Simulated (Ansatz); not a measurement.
**Run report: C2H8O2Si, molecular dynamics**

C2H8O2Si, computed with RKS PBE-d4/def2-SVP (Ansatz 0.2.0).

The geometry comes from this level: PBE0-D4/def2-TZVP. Figures and captions count atoms from 1; the log counts them from 0 in places.

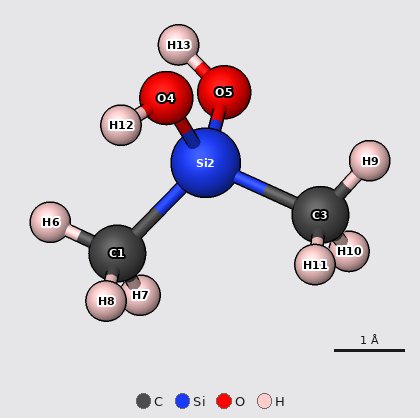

Figure 1. The input geometry (ball-and-stick view, seen at a tilt; atoms are numbered from 1 in the order of the input). Bond lengths as drawn: C–H 1.09 Å, C–Si 1.85 to 1.87 Å, H–O 0.96 Å and O–Si 1.64 to 1.65 Å.

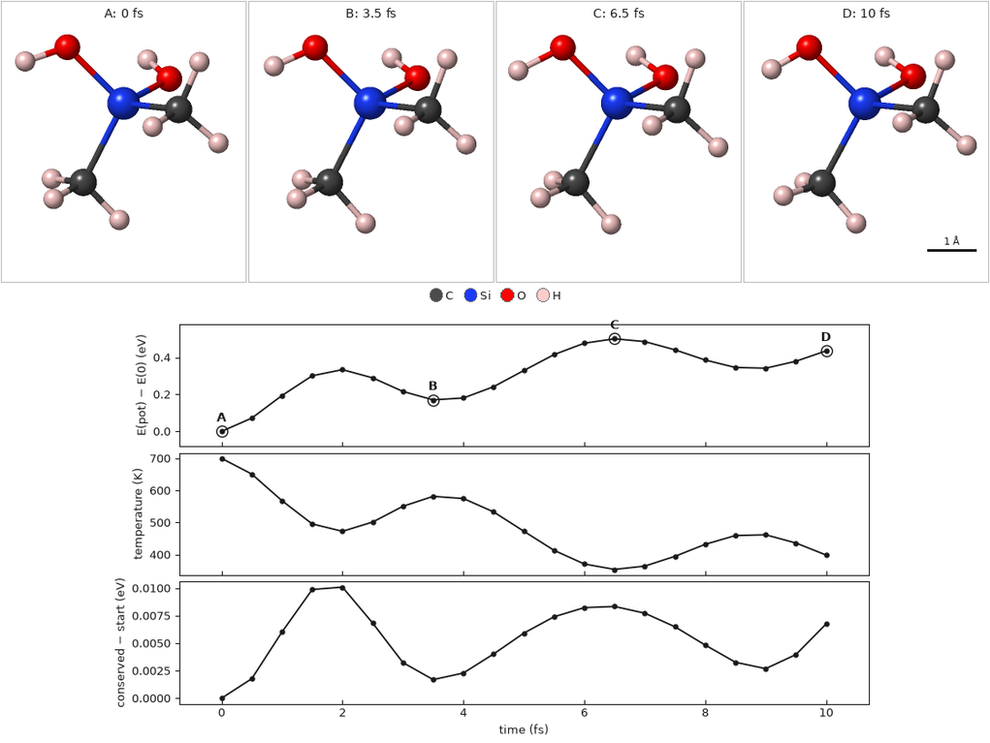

Figure 2. Frames of the molecular dynamics (ball-and-stick, seen at a tilt) above the curves, on which the letters mark them. The trajectory kept here has 21 frames over 10 fs. The temperature starts at 700 K, ranges from 354 to 700 K and averages 414 K over the second half. The potential energy ends 0.435 eV above its first value. The conserved quantity stays within 0.01 eV. After an unweighted best fit of the last frame on the first, the root-mean-square displacement is 0.18 Å, and H8 has moved furthest (0.32 Å).

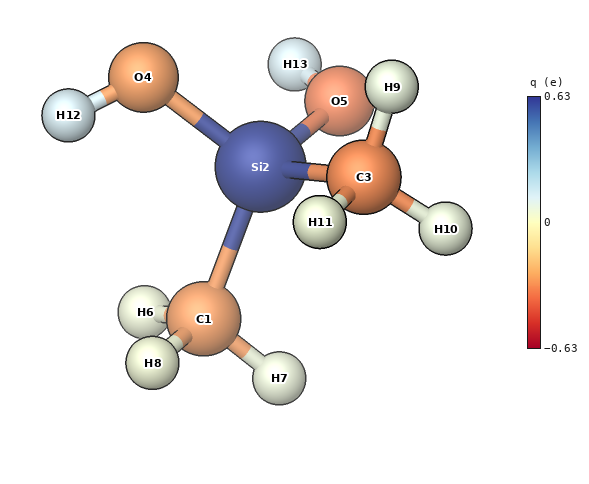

Figure 3. Mulliken charges, as the colour of each atom (ball-and-stick view, seen at a tilt; atoms are numbered from 1 in the order of the input). By element: C −0.32 to −0.29, Si +0.60, O −0.35 to −0.29 and H +0.05 to +0.16 e.

The input and output of the run follow.

### Input
```yaml
crystal:
  periodic: [false, false, false]
  atoms:
    - {symbol: C, position_ang: [-1.409844, 0.466402, -0.599540]}
    - {symbol: Si, position_ang: [0.173195, 0.155876, 0.337728]}
    - {symbol: C, position_ang: [1.315294, -0.967997, -0.593945]}
    - {symbol: O, position_ang: [-0.196908, -0.449864, 1.832000]}
    - {symbol: O, position_ang: [1.019318, 1.543505, 0.586943]}
    - {symbol: H, position_ang: [-2.067677, 1.150152, -0.055864]}
    - {symbol: H, position_ang: [-1.196190, 0.914784, -1.573240]}
    - {symbol: H, position_ang: [-1.961525, -0.461362, -0.778293]}
    - {symbol: H, position_ang: [2.206841, -1.179209, 0.000837]}
    - {symbol: H, position_ang: [1.635168, -0.508963, -1.532736]}
    - {symbol: H, position_ang: [0.829948, -1.918548, -0.829642]}
    - {symbol: H, position_ang: [-1.037671, -0.896013, 1.930649]}
    - {symbol: H, position_ang: [0.710353, 2.116437, 1.289804]}
basis:
  gaussian: {orbitals: def2-SVP}
hamiltonian: {xc: {name: PBE}, dispersion: d4}
md: {timestep: 0.5 fs, n_steps: 20, ensemble: nve, temperature: 700, initial_velocities: maxwell_boltzmann, seed: 129}
```

Launched with:
```bash
ansatz run in.yaml --threads 4 --pin off --events-out ev --progress --plain --max-ram 10444MiB
```

### What the program printed
```
Functional definition: PBE
  name "PBE"
  cite "Perdew, Burke & Ernzerhof, Phys. Rev. Lett. 77, 3865 (1996) doi:10.1103/PhysRevLett.77.3865"
  parent pbe
  parameter kappa = 0.804
  parameter beta = 0.06672455060314922
  exchange = pbe_x(kappa = kappa, mu = beta*pi^2/3)
  correlation = pbe_c(beta = beta)
1262 factors; their error is unknown
mean field evaluation 1: about -14140.6351 eV, gradient 9.8e1 eV
mean field evaluation 2: about -14110.0272 eV, gradient 1.5e2 eV
mean field evaluation 4: about -14160.1970 eV, gradient 8.3e0 eV
mean field evaluation 8: about -14160.3553 eV, gradient 5.7e-2 eV
mean field evaluation 16: about -14160.2945 eV, gradient 1.3e-4 eV
mean field -14160.29449931 eV, -520.3812246572 hartree, gradient 3.1e-5 eV, S^2 0.000000; 0 other end points of the search recorded, 0 dependent functions left out
the calculation of the forces begins
reference -14160.29453422 eV, -520.3812259404 hartree; 25, 25 occupied and 89, 89 virtual orbitals, 1262 factors
md step     0: t =     0.00 fs  T =   700.0 K  F+E_penalty+E_count = -14160.55355316 eV  E_kin = 0.995302 eV  conserved = -14159.55825116 eV  (27 SCF iters)
these checks for a lower state are left out or cut short: starts, cluster_reference, orbital_swaps, neighbouring_geometries, increment
1262 factors; their error is unknown
mean field -14160.22323743 eV, -520.3786058314 hartree, gradient 2.0e-5 eV, S^2 0.000000; 0 other end points of the search recorded, 0 dependent functions left out
[... from here on the field's lines of each further geometry are left out, up to the last ...]
md step     1: t =     0.50 fs  T =   650.9 K  F+E_penalty+E_count = -14160.48200753 eV  E_kin = 0.925529 eV  conserved = -14159.55647880 eV  (29 SCF iters, 3 dispersion substeps)
md step     2: t =     1.00 fs  T =   567.9 K  F+E_penalty+E_count = -14160.35970835 eV  E_kin = 0.807477 eV  conserved = -14159.55223092 eV  (29 SCF iters, 3 dispersion substeps)
md step     3: t =     1.50 fs  T =   495.6 K  F+E_penalty+E_count = -14160.25300281 eV  E_kin = 0.704629 eV  conserved = -14159.54837385 eV  (30 SCF iters, 3 dispersion substeps)
md step     4: t =     2.00 fs  T =   472.5 K  F+E_penalty+E_count = -14160.22002877 eV  E_kin = 0.671869 eV  conserved = -14159.54815952 eV  (30 SCF iters, 3 dispersion substeps)
md step     5: t =     2.50 fs  T =   501.5 K  F+E_penalty+E_count = -14160.26454804 eV  E_kin = 0.713124 eV  conserved = -14159.55142451 eV  (30 SCF iters, 3 dispersion substeps)
md step     6: t =     3.00 fs  T =   550.6 K  F+E_penalty+E_count = -14160.33783649 eV  E_kin = 0.782823 eV  conserved = -14159.55501382 eV  (29 SCF iters, 3 dispersion substeps)
md step     7: t =     3.50 fs  T =   581.5 K  F+E_penalty+E_count = -14160.38335832 eV  E_kin = 0.826798 eV  conserved = -14159.55656076 eV  (30 SCF iters, 3 dispersion substeps)
md step     8: t =     4.00 fs  T =   574.7 K  F+E_penalty+E_count = -14160.37313908 eV  E_kin = 0.817177 eV  conserved = -14159.55596240 eV  (30 SCF iters, 3 dispersion substeps)
md step     9: t =     4.50 fs  T =   533.1 K  F+E_penalty+E_count = -14160.31217613 eV  E_kin = 0.757943 eV  conserved = -14159.55423276 eV  (29 SCF iters, 3 dispersion substeps)
md step    10: t =     5.00 fs  T =   472.8 K  F+E_penalty+E_count = -14160.22455784 eV  E_kin = 0.672219 eV  conserved = -14159.55233879 eV  (30 SCF iters, 3 dispersion substeps)
md step    11: t =     5.50 fs  T =   413.3 K  F+E_penalty+E_count = -14160.13855387 eV  E_kin = 0.587702 eV  conserved = -14159.55085151 eV  (30 SCF iters, 3 dispersion substeps)
md step    12: t =     6.00 fs  T =   370.7 K  F+E_penalty+E_count = -14160.07707545 eV  E_kin = 0.527055 eV  conserved = -14159.55002064 eV  (30 SCF iters, 3 dispersion substeps)
md step    13: t =     6.50 fs  T =   353.9 K  F+E_penalty+E_count = -14160.05312041 eV  E_kin = 0.503203 eV  conserved = -14159.54991692 eV  (30 SCF iters, 3 dispersion substeps)
md step    14: t =     7.00 fs  T =   364.1 K  F+E_penalty+E_count = -14160.06828080 eV  E_kin = 0.517756 eV  conserved = -14159.55052530 eV  (30 SCF iters, 3 dispersion substeps)
md step    15: t =     7.50 fs  T =   394.7 K  F+E_penalty+E_count = -14160.11293467 eV  E_kin = 0.561169 eV  conserved = -14159.55176535 eV  (30 SCF iters, 3 dispersion substeps)
md step    16: t =     8.00 fs  T =   432.1 K  F+E_penalty+E_count = -14160.16783665 eV  E_kin = 0.614415 eV  conserved = -14159.55342176 eV  (29 SCF iters, 3 dispersion substeps)
md step    17: t =     8.50 fs  T =   459.4 K  F+E_penalty+E_count = -14160.20815932 eV  E_kin = 0.653174 eV  conserved = -14159.55498536 eV  (29 SCF iters, 3 dispersion substeps)
md step    18: t =     9.00 fs  T =   461.7 K  F+E_penalty+E_count = -14160.21208908 eV  E_kin = 0.656525 eV  conserved = -14159.55556401 eV  (28 SCF iters, 3 dispersion substeps)
md step    19: t =     9.50 fs  T =   436.2 K  F+E_penalty+E_count = -14160.17447765 eV  E_kin = 0.620189 eV  conserved = -14159.55428887 eV  (28 SCF iters, 3 dispersion substeps)
the calculation of the forces begins
reference -14159.86761069 eV, -520.3655367899 hartree; 25, 25 occupied and 89, 89 virtual orbitals, 1262 factors
1262 factors; their error is unknown
mean field evaluation 192: about -14159.8676 eV, gradient 8.2e-3 eV
mean field -14159.86757574 eV, -520.3655355054 hartree, gradient 2.2e-5 eV, S^2 0.000000; 1 other end points of the search recorded, 0 dependent functions left out
the calculation of the forces begins
reference -14159.86761069 eV, -520.3655367899 hartree; 25, 25 occupied and 89, 89 virtual orbitals, 1262 factors
md step    20: t =    10.00 fs  T =   398.7 K  F+E_penalty+E_count = -14160.11836996 eV  E_kin = 0.566868 eV  conserved = -14159.55150166 eV  (28 SCF iters, 3 dispersion substeps)
Total energy: -14160.11840491 eV, -520.3747533076 hartree
Atom 0 at    -1.484358     0.475137    -0.576732 Å, force     1.190666    -1.046002    -0.065868 eV/Å
Atom 1 at     0.150425     0.134818     0.341246 Å, force     1.954920     1.040214    -2.540609 eV/Å
Atom 2 at     1.410630    -1.016918    -0.660297 Å, force    -1.341220     0.417290     0.033224 eV/Å
Atom 3 at    -0.219833    -0.425922     1.833078 Å, force     2.870002     0.607530     1.310149 eV/Å
Atom 4 at     1.060680     1.590521     0.623955 Å, force     0.140315    -2.208404    -2.176761 eV/Å
Atom 5 at    -1.952828     1.353130    -0.194832 Å, force    -0.839130     1.142324     0.681329 eV/Å
Atom 6 at    -1.289753     0.668318    -1.629366 Å, force     0.280945     0.163705    -0.722157 eV/Å
Atom 7 at    -2.172110    -0.379448    -0.571401 Å, force    -0.330430    -0.287083     0.209941 eV/Å
Atom 8 at     2.260857    -1.063330     0.029750 Å, force     0.541114    -0.177104     0.043772 eV/Å
Atom 9 at     1.735370    -0.586813    -1.651392 Å, force    -0.172154    -0.052752     0.648862 eV/Å
Atom 10 at     1.036109    -2.065152    -0.862995 Å, force     0.126709     0.659879     0.269314 eV/Å
Atom 11 at    -1.070251    -0.751246     1.775096 Å, force    -3.576266    -1.512194     0.322600 eV/Å
Atom 12 at     0.665521     1.981149     1.372935 Å, force    -0.845473     1.252597     1.986205 eV/Å
Dipole moment:    -0.492723    -0.134124    -0.015584 e Å
```

### Trajectory as extended XYZ (Å, eV, eV/Å), 8 of the 21 frames kept, from step=0 to step=20
```
13
Properties=species:S:1:pos:R:3:forces:R:3 step=0 time_fs=0.0 energy=-14160.55355 temperature=700.0
C    -1.4098    0.4664   -0.5995    0.1911  -0.0616   0.0938
Si    0.1732    0.1559    0.3377   -0.2283  -0.3414  -0.6593
C     1.3153   -0.9680   -0.5939   -0.1537   0.1506   0.0746
O    -0.1969   -0.4499    1.8320    0.3755  -0.0898   0.9164
O     1.0193    1.5435    0.5869    0.8407   0.5095  -0.3613
H    -2.0677    1.1502   -0.0559   -0.3388   0.3365   0.2596
H    -1.1962    0.9148   -1.5732    0.0858   0.2228  -0.4945
H    -1.9615   -0.4614   -0.7783   -0.2919  -0.4507  -0.1047
H     2.2068   -1.1792    0.0008    0.4476  -0.1071   0.2925
H     1.6352   -0.5090   -1.5327    0.1701   0.2147  -0.4729
H     0.8299   -1.9185   -0.8296   -0.2327  -0.4715  -0.1234
H    -1.0377   -0.8960    1.9306   -0.6209  -0.3172   0.0767
H     0.7104    2.1164    1.2898   -0.2446   0.4053   0.5024
13
Properties=species:S:1:pos:R:3:forces:R:3 step=3 time_fs=1.5 energy=-14160.25300 temperature=495.6
C    -1.4184    0.4649   -0.5943   -0.4982   0.7175   0.0625
Si    0.1674    0.1516    0.3433    0.5295   0.0279  -1.4501
C     1.3312   -0.9781   -0.6098    0.0083   0.9195   2.0696
O    -0.2005   -0.4445    1.8261    3.6502   1.4566   0.8935
O     1.0253    1.5517    0.5936    1.2376  -1.1736  -2.0404
H    -2.0666    1.2268   -0.0567    0.3183  -0.6147  -0.3470
H    -1.2160    0.8806   -1.6040    0.0759   0.0334   0.0379
H    -1.9908   -0.4653   -0.7619   -0.2095  -0.1047   0.0930
H     2.2176   -1.1567    0.0303    0.0898  -0.0497  -0.1101
H     1.6289   -0.5470   -1.5275    0.6670   0.8992  -1.5808
H     0.8783   -1.9060   -0.8394   -0.8156  -1.7070  -0.2718
H    -1.0024   -0.8475    1.8860   -4.1127  -2.1008   0.4987
H     0.7066    2.0744    1.2849   -0.9406   1.6965   2.1449
13
Properties=species:S:1:pos:R:3:forces:R:3 step=6 time_fs=3.0 energy=-14160.33784 temperature=550.6
C    -1.4279    0.4646   -0.5891   -0.9015   1.0343  -0.2800
Si    0.1619    0.1474    0.3477    1.0605   0.3952  -2.1940
C     1.3472   -0.9867   -0.6221    0.0055   0.9773   2.3352
O    -0.1998   -0.4376    1.8214    1.2239   0.0628   1.5513
O     1.0329    1.5587    0.5978    0.4877  -0.5994  -0.9480
H    -2.0593    1.2908   -0.0644    0.6156  -1.2216  -0.6365
H    -1.2342    0.8472   -1.6339    0.0487  -0.1216   0.5687
H    -2.0245   -0.4713   -0.7437   -0.0232   0.3293   0.2567
H     2.2304   -1.1353    0.0573   -0.2316  -0.0305  -0.5204
H     1.6361   -0.5669   -1.5539    0.6718   0.8737  -1.3257
H     0.9103   -1.9278   -0.8546   -0.6988  -1.5461  -0.1201
H    -1.0446   -0.8386    1.8509   -1.8505  -0.9380   0.3233
H     0.6848    2.0647    1.3210   -0.4079   0.7845   0.9894
13
Properties=species:S:1:pos:R:3:forces:R:3 step=9 time_fs=4.5 energy=-14160.31218 temperature=533.1
C    -1.4389    0.4661   -0.5843   -0.8784   0.8656  -0.6074
Si    0.1573    0.1435    0.3505    1.3611   0.7122  -2.7752
C     1.3631   -0.9936   -0.6304   -0.3100   0.4152   0.9494
O    -0.1976   -0.4305    1.8189   -2.4372  -1.7633   2.0719
O     1.0410    1.5648    0.6008   -0.6502   0.4856   0.9902
H    -2.0393    1.3294   -0.0853    0.5223  -1.2945  -0.5735
H    -1.2512    0.8114   -1.6521    0.0600  -0.1538   0.7894
H    -2.0587   -0.4705   -0.7200    0.1191   0.5968   0.3448
H     2.2387   -1.1147    0.0736   -0.2854  -0.0747  -0.7114
H     1.6571   -0.5689   -1.6069    0.2662   0.2702   0.0833
H     0.9282   -1.9809   -0.8719   -0.0650  -0.1755   0.2449
H    -1.1253   -0.8494    1.8230    1.7324   0.7173   0.2205
H     0.6549    2.0714    1.3772    0.5651  -0.6010  -1.0270
13
Properties=species:S:1:pos:R:3:forces:R:3 step=11 time_fs=5.5 energy=-14160.13855 temperature=413.3
C    -1.4471    0.4679   -0.5817   -0.6103   0.5120  -0.7266
Si    0.1548    0.1411    0.3512    1.4969   0.8775  -3.0223
C     1.3734   -0.9978   -0.6349   -0.6054   0.0525  -0.0378
O    -0.1976   -0.4270    1.8187   -3.4915  -2.2510   2.1894
O     1.0461    1.5692    0.6033   -1.1129   0.7045   1.6287
H    -2.0197    1.3397   -0.1062    0.2678  -1.0120  -0.3565
H    -1.2619    0.7858   -1.6551    0.0982  -0.1103   0.7075
H    -2.0803   -0.4632   -0.7001    0.1421   0.6209   0.3607
H     2.2409   -1.1018    0.0761   -0.1652  -0.1239  -0.6844
H     1.6749   -0.5661   -1.6433   -0.0075  -0.1116   0.9543
H     0.9384   -2.0204   -0.8811    0.3050   0.7074   0.4442
H    -1.1632   -0.8503    1.8072    2.7643   1.1419   0.2537
H     0.6404    2.0706    1.4052    0.9186  -1.0079  -1.7109
13
Properties=species:S:1:pos:R:3:forces:R:3 step=14 time_fs=7.0 energy=-14160.06828 temperature=364.1
C    -1.4602    0.4714   -0.5789    0.1251  -0.3371  -0.7394
Si    0.1520    0.1382    0.3502    1.6801   1.0411  -3.1424
C     1.3879   -1.0039   -0.6418   -1.0607  -0.2006  -0.9449
O    -0.2016   -0.4243    1.8209   -3.4264  -2.1633   2.0539
O     1.0524    1.5765    0.6090   -1.2890   0.3024   1.4842
H    -1.9866    1.3389   -0.1428   -0.3348  -0.0963   0.1733
H    -1.2759    0.7456   -1.6478    0.1924   0.0124   0.2686
H    -2.1103   -0.4415   -0.6640    0.0471   0.4239   0.3358
H     2.2418   -1.0847    0.0682    0.1658  -0.1915  -0.4535
H     1.7010   -0.5646   -1.6794   -0.2678  -0.4220   1.6425
H     0.9597   -2.0654   -0.8866    0.5718   1.4563   0.5726
H    -1.1707   -0.8314    1.7883    2.6810   1.0393   0.3643
H     0.6351    2.0516    1.4167    0.9155  -0.8646  -1.6150
13
Properties=species:S:1:pos:R:3:forces:R:3 step=17 time_fs=8.5 energy=-14160.20816 temperature=459.4
C    -1.4731    0.4742   -0.5773    0.9330  -1.1527  -0.5202
Si    0.1505    0.1361    0.3469    1.8579   1.0955  -2.9658
C     1.4005   -1.0104   -0.6502   -1.3730  -0.0841  -0.9800
O    -0.2100   -0.4244    1.8259   -1.2312  -1.1269   1.6724
O     1.0571    1.5841    0.6165   -0.7754  -0.8550  -0.0185
H    -1.9607    1.3364   -0.1757   -0.8865   0.9675   0.6767
H    -1.2858    0.7056   -1.6350    0.2848   0.1307  -0.3491
H    -2.1395   -0.4110   -0.6207   -0.1606   0.0441   0.2789
H     2.2464   -1.0718    0.0506    0.4833  -0.2143  -0.1413
H     1.7216   -0.5716   -1.6814   -0.3302  -0.4028   1.5419
H     0.9927   -2.0803   -0.8801    0.5019   1.4500   0.5053
H    -1.1237   -0.7915    1.7771    0.4787   0.0756   0.4406
H     0.6483    2.0153    1.3956    0.2174   0.0725  -0.1410
13
Properties=species:S:1:pos:R:3:forces:R:3 step=20 time_fs=10.0 energy=-14160.11837 temperature=398.7
C    -1.4844    0.4751   -0.5767    1.1907  -1.0460  -0.0659
Si    0.1504    0.1348    0.3412    1.9549   1.0402  -2.5406
C     1.4106   -1.0169   -0.6603   -1.3412   0.4173   0.0332
O    -0.2198   -0.4259    1.8331    2.8700   0.6075   1.3101
O     1.0607    1.5905    0.6240    0.1403  -2.2084  -2.1768
H    -1.9528    1.3531   -0.1948   -0.8391   1.1423   0.6813
H    -1.2898    0.6683   -1.6294    0.2809   0.1637  -0.7222
H    -2.1721   -0.3794   -0.5714   -0.3304  -0.2871   0.2099
H     2.2609   -1.0633    0.0297    0.5411  -0.1771   0.0438
H     1.7354   -0.5868   -1.6514   -0.1722  -0.0528   0.6489
H     1.0361   -2.0652   -0.8630    0.1267   0.6599   0.2693
H    -1.0703   -0.7512    1.7751   -3.5763  -1.5122   0.3226
H     0.6655    1.9811    1.3729   -0.8455   1.2526   1.9862
```

### Key numbers

```json
{"quantity": "outcome", "value": "finished"}
{"quantity": "mean temperature over the second half", "value": "414 K"}
{"quantity": "trajectory", "value": "20 steps, 10 fs"}
{"quantity": "ensemble", "value": "nve"}
{"quantity": "temperature in the input", "value": "700 K"}
{"quantity": "time step", "value": "0.5 fs"}
{"quantity": "potential energy (last step)", "value": "−14160.1184 eV"}
{"quantity": "mean-field energy (last step)", "value": "−14159.8676 eV"}
{"quantity": "dispersion energy (last step)", "value": "−0.2508 eV"}
{"quantity": "SCF solution under orbital rotations (last step)", "value": "stable"}
{"quantity": "largest force (length of the vector) (last step)", "value": "3.896 eV/Å"}
{"quantity": "dipole moment (last step)", "value": "2.45 D"}
{"quantity": "hardware", "value": "4 threads of Arm Neoverse V2, 23 GiB of memory available, shared host"}
{"quantity": "wall time", "value": "22 s (CPU time 82 s)"}
{"quantity": "peak memory", "value": "0.55 GiB"}
```

### Notes

So short a trajectory is not equilibrated.
